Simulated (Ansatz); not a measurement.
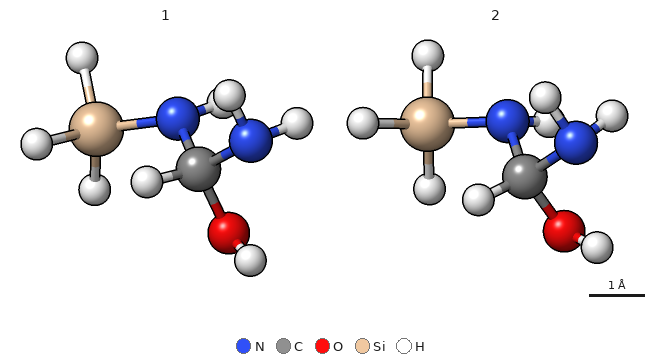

Two geometries of CH8N2OSi (coarse preliminary run), drawn at one scale. One is the start of a relaxation, the other its converged end. A ball-and-stick model, seen from a free direction.

Computed with RKS PBE-D4/def2-SVP (Ansatz). Settings: force threshold 0.03 eV/Å; at most 200 steps.

Which one is relaxed?

Structure 1 is the relaxed one. The start comes from a force field. After 12 geometry steps the energy has fallen by 87.2 kJ/mol. Largest force component: 4.6 eV/Å at the start, 0.016 eV/Å at the end. The atom that moves furthest after the best rigid fit is an H atom (0.40 Å). Largest moves by element: H 0.40 Å, C 0.15 Å, Si 0.15 Å, N 0.13 Å, O 0.11 Å. Near-neighbour distances that change, for instance: H–Si 1.444 → 1.512 Å, N–Si 1.693 → 1.760 Å, H–N 0.966 → 1.028 Å, C–H 1.069 → 1.121 Å. Among the angles between lasting bonds that change: N–Si–H 106.9° → 117.0°, N–C–N 105.4° → 115.1°, N–C–H 115.0° → 106.4°. The run took about 70 core-seconds on a shared host.
